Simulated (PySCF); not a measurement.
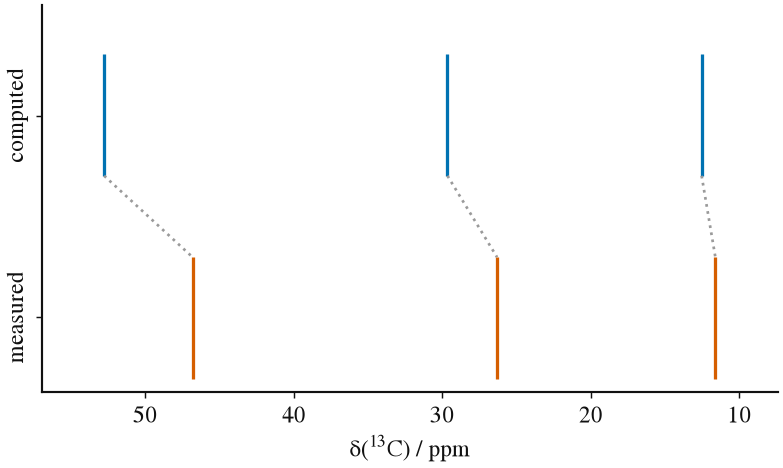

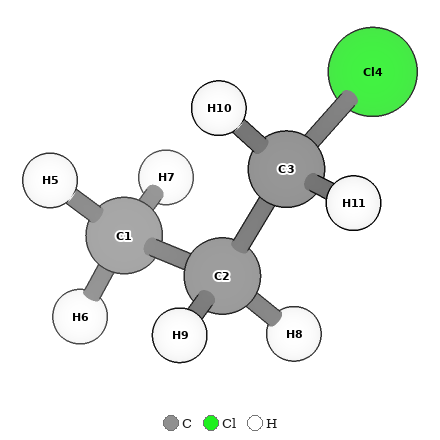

¹³C shifts of C₃H₇Cl, SMILES CCCCl against TMS: GIAO PBE0/IGLO-III (PySCF) for one gas-phase conformer (PBE0-D3(BJ)/def2-SVP, like atoms averaged) above, published measurements (solution) below; dotted lines join the same nuclei. Only nuclei with a measured value are shown, one named for each set of like atoms.

> Is the order of the signals reproduced?

Yes, no dotted lines cross.

> How well does the calculation match?

Mean error 3.4 ppm, mean absolute error 3.4 ppm; the largest is 6.0 ppm, for C3.
